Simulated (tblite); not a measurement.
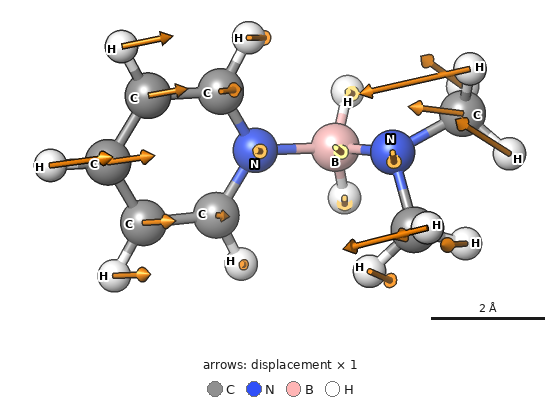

A relaxation of C$_{7}$H$_{13}$BN$_{2}$. The starting structure is drawn; orange arrows show the displacements, at their true length. The two geometries are superimposed by the best rigid fit.

Style: ball-and-stick. Shown face on.

Computed with tblite, GFN2-xTB geometry optimisation, gas phase. 

### Atoms of which element are displaced furthest, and by how much?

Hydrogen: up to 2.09 Å, against 1.15 Å for carbon.

### Describe the change and its energy.

The energy falls by 94.4 kJ/mol in 191 geometry steps. The atom that moves furthest after the best rigid fit is an H atom (2.09 Å). Largest moves by element: H 2.09 Å, C 1.15 Å, B 0.71 Å, N 0.67 Å. Among the contacts that change: B–N 1.534 → 1.603 Å, C–N 1.467 → 1.432 Å, C–H 1.116 → 1.089 Å, C–H 1.101 → 1.079 Å. Bond angles that change, for instance: N–B–N 109.8° → 100.1°, N–C–H 104.6° → 113.1°, H–B–H 107.5° → 115.3°.
